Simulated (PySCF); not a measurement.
# Si2H5SF (SMILES F[SiH2]S[SiH3]): M06-2X/ma-def2-SVP

What is the vertical ionisation energy of Si2H5SF at M06-2X/ma-def2-SVP? The job is set up through a Python script.

The results are computed with PySCF 2.14.0.

## 1. The molecule

Si2H5SF has 9 atoms, charge 0, and is taken as a singlet. SMILES: `F[SiH2]S[SiH3]`. The shape is that of a PBE0-D4/def2-TZVP optimisation. This is one conformer, not always the lowest.

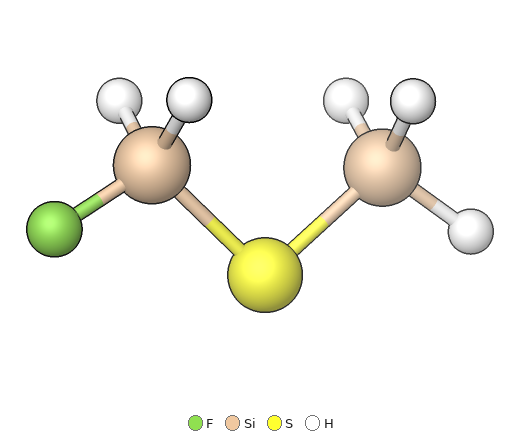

Viewed from a chosen angle; fluorine green, silicon light orange, sulfur yellow, hydrogen white.

## 2. The energy at M06-2X/ma-def2-SVP

Contents of run.py:

```python
# F[SiH2]S[SiH3]
from pyscf import gto, dft

system = gto.Mole()
system.atom = '''
F   -1.923200   2.383400   0.314600
Si  -0.638900   1.443100   0.227100
S   -1.346200  -0.510100  -0.209900
Si   0.556000  -1.492900  -0.229500
H    0.237200   1.952600  -0.853000
H    0.057400   1.482200   1.533800
H    1.232200  -1.364200   1.086200
H    1.437100  -0.921900  -1.279500
H    0.262700  -2.914700  -0.521000
'''
system.max_memory = 1860
system.verbose = 4
system.basis = 'ma-def2-svp'
system.build()

mf = dft.RKS(system, xc='m06-2x')
mf.conv_tol = 1e-10
mf.grids.level = 4
mf.kernel()
if not mf.converged:
    mf = mf.newton().run(mf.mo_coeff, mf.mo_occ)

energy = mf.e_tot
print('E = %.10f Eh' % energy)
```

On the command line:

```console
$ OMP_NUM_THREADS=1 python run.py
```

What it wrote:

```text
PySCF version 2.14.0

[INPUT] num. atoms = 9
[INPUT] num. electrons = 58
[INPUT] charge = 0
[INPUT] spin (= nelec alpha-beta = 2S) = 0
[INPUT] symmetry False subgroup None
[INPUT] Mole.unit = angstrom
[INPUT] Symbol           X                Y                Z      unit          X                Y                Z       unit  Magmom
[INPUT]  1 F     -1.923200000000   2.383400000000   0.314600000000 AA   -3.634321282764   4.503973245288   0.594507838788 Bohr   0.0
[INPUT]  2 Si    -0.638900000000   1.443100000000   0.227100000000 AA   -1.207346020985   2.727063770360   0.429156802889 Bohr   0.0
[INPUT]  3 S     -1.346200000000  -0.510100000000  -0.209900000000 AA   -2.543949308889  -0.963949296141  -0.396653513546 Bohr   0.0
[INPUT]  4 Si     0.556000000000  -1.492900000000  -0.229500000000 AA    1.050687725258  -2.821172131363  -0.433692145588 Bohr   0.0
[INPUT]  5 H      0.237200000000   1.952600000000  -0.853000000000 AA    0.448243036747   3.689879230826  -1.611936384254 Bohr   0.0
[INPUT]  6 H      0.057400000000   1.482200000000   1.533800000000 AA    0.108470279550   2.800952061830   2.898461929858 Bohr   0.0
[INPUT]  7 H      1.232200000000  -1.364200000000   1.086200000000 AA    2.328520530689  -2.577964379132   2.052620516503 Bohr   0.0
[INPUT]  8 H      1.437100000000  -0.921900000000  -1.279500000000 AA    2.715725413612  -1.742138514237  -2.417904576381 Bohr   0.0
[INPUT]  9 H      0.262700000000  -2.914700000000  -0.521000000000 AA    0.496431052923  -5.507984735270  -0.984547310898 Bohr   0.0

nuclear repulsion = 282.775941304955
number of shells = 48
number of NR pGTOs = 168
number of NR cGTOs = 94
basis = ma-def2-svp
ecp = {}

******** <class 'pyscf.dft.rks.RKS'> ********
method = RKS
initial guess = minao
damping factor = 0
level_shift factor = 0
DIIS = <class 'pyscf.scf.diis.CDIIS'>
diis_start_cycle = 1
diis_space = 8
diis_damp = 0
SCF conv_tol = 1e-10
SCF conv_tol_grad = None
SCF max_cycles = 50
direct_scf = True
direct_scf_tol = 1e-13
XC library pyscf.dft.libxc version 7.0.0
    S. Lehtola, C. Steigemann, M. J.T. Oliveira, and M. A.L. Marques.,  SoftwareX 7, 1–5 (2018)
XC functionals = m06-2x
    Y. Zhao and D. G. Truhlar.,  Theor. Chem. Acc. 120, 215 (2008)
    Y. Zhao and D. G. Truhlar.,  Theor. Chem. Acc. 120, 215 (2008)
radial grids:
    Treutler-Ahlrichs [JCP 102, 346 (1995); DOI:10.1063/1.469408] (M4) radial grids

becke partition: Becke, JCP 88, 2547 (1988); DOI:10.1063/1.454033
pruning grids: <function nwchem_prune>
grids dens level: 4
symmetrized grids: False
atomic radii adjust function: <function treutler_atomic_radii_adjust>
small_rho_cutoff = 0
Set gradient conv threshold to 1e-05
Initial guess from minao.
tot grids = 193904
init E= -1079.70778324255
  HOMO = -0.309096700880271  LUMO = -0.0360011647343805  gap/eV = 7.43131
cycle= 1 E= -1079.59122269624  delta_E= 0.117  |g|= 0.482  |ddm|= 2.73
  HOMO = -0.319543385954292  LUMO = -0.0250704786411626  gap/eV = 8.01302
cycle= 2 E= -1079.59039922729  delta_E= 0.000823  |g|= 0.544  |ddm|= 0.934
  HOMO = -0.330311615914254  LUMO = -0.00871531166388362  gap/eV = 8.75108
cycle= 3 E= -1079.6459549214  delta_E= -0.0556  |g|= 0.0449  |ddm|= 0.454
  HOMO = -0.330434519912558  LUMO = -0.00377330416807853  gap/eV = 8.88890
cycle= 4 E= -1079.64634544367  delta_E= -0.000391  |g|= 0.0173  |ddm|= 0.0705
  HOMO = -0.328164061494925  LUMO = -0.00429250186990515  gap/eV = 8.81299
cycle= 5 E= -1079.64643519913  delta_E= -8.98e-05  |g|= 0.00363  |ddm|= 0.0312
  HOMO = -0.32909327352132  LUMO = -0.00444889347004773  gap/eV = 8.83402
cycle= 6 E= -1079.64643932965  delta_E= -4.13e-06  |g|= 0.000598  |ddm|= 0.00645
  HOMO = -0.328920507251174  LUMO = -0.00442611331595399  gap/eV = 8.82994
cycle= 7 E= -1079.64643946144  delta_E= -1.32e-07  |g|= 0.000176  |ddm|= 0.00117
  HOMO = -0.328954926784529  LUMO = -0.0044448371880712  gap/eV = 8.83037
cycle= 8 E= -1079.64643947415  delta_E= -1.27e-08  |g|= 2.37e-05  |ddm|= 0.000374
  HOMO = -0.328955921836295  LUMO = -0.00444386282866915  gap/eV = 8.83042
cycle= 9 E= -1079.64643947459  delta_E= -4.35e-10  |g|= 4.83e-06  |ddm|= 8.04e-05
  HOMO = -0.32895516571217  LUMO = -0.00444349796681776  gap/eV = 8.83041
cycle= 10 E= -1079.64643947461  delta_E= -1.98e-11  |g|= 2.16e-06  |ddm|= 1.62e-05
  HOMO = -0.328955218623305  LUMO = -0.00444365576628369  gap/eV = 8.83041
Extra cycle  E= -1079.6464394746  delta_E= 5.23e-12  |g|= 1.71e-06  |ddm|= 6.52e-06
converged SCF energy = -1079.6464394746
E = -1079.6464394746 Eh
```

Wall time 29 s (1 thread of Arm Neoverse V2, shared host); peak memory 0.49 GiB.

## 3. The doublet cation

Contents of run.py:

```python
from pyscf import gto, dft

mol = gto.Mole()
mol.atom = [
    ('F', (-1.923200, 2.383400, 0.314600)),
    ('Si', (-0.638900, 1.443100, 0.227100)),
    ('S', (-1.346200, -0.510100, -0.209900)),
    ('Si', (0.556000, -1.492900, -0.229500)),
    ('H', (0.237200, 1.952600, -0.853000)),
    ('H', (0.057400, 1.482200, 1.533800)),
    ('H', (1.232200, -1.364200, 1.086200)),
    ('H', (1.437100, -0.921900, -1.279500)),
    ('H', (0.262700, -2.914700, -0.521000)),
]
mol.max_memory = 1860
mol.verbose = 3
mol.spin = 1
mol.basis = 'ma-def2-svp'
mol.charge = 1
mol.build()

ks = dft.UKS(mol, xc='m06-2x')
ks.conv_tol = 1e-10
ks.grids.level = 4
ks.kernel()
if not ks.converged:
    ks = ks.newton().run(ks.mo_coeff, ks.mo_occ)

e_tot = ks.e_tot
print('Final energy', e_tot)
```

On the command line:

```console
$ OMP_NUM_THREADS=1 python run.py
```

What it wrote:

```text
WARN: HOMO -0.309096700880271 >= LUMO -0.30909670088027

converged SCF energy = -1079.27669452017  <S^2> = 0.75430625  2S+1 = 2.0043016
Final energy -1079.2766945201697
```

Wall time 64 s (1 thread of Arm Neoverse V2, shared host); peak memory 0.52 GiB.

## 4. What came out

At M06-2X/ma-def2-SVP:

| quantity | value |
| --- | --- |
| singlet Si2H5SF: total energy | -1079.64644 Eh |
| singlet Si2H5SF: dipole moment | 2.53 D |
| singlet Si2H5SF: HOMO energy | -8.95 eV |
| singlet Si2H5SF: LUMO energy | -0.12 eV |
| singlet Si2H5SF: HOMO–LUMO gap | 8.83 eV |
| doublet cation: total energy | -1079.27669 Eh |
| doublet cation: HOMO energy (highest over α and β) | -16.22 eV |
| doublet cation: LUMO energy (lowest over α and β) | -11.06 eV |
| doublet cation: ⟨S²⟩ | 0.754 |
| vertical ionisation energy (to the doublet cation) | 10.061 eV |

In words: The vertical ionisation energy comes to 10.06 eV (971 kJ/mol). −ε(HOMO) before ionisation, 8.95 eV, is 1.11 eV below this ionisation energy.
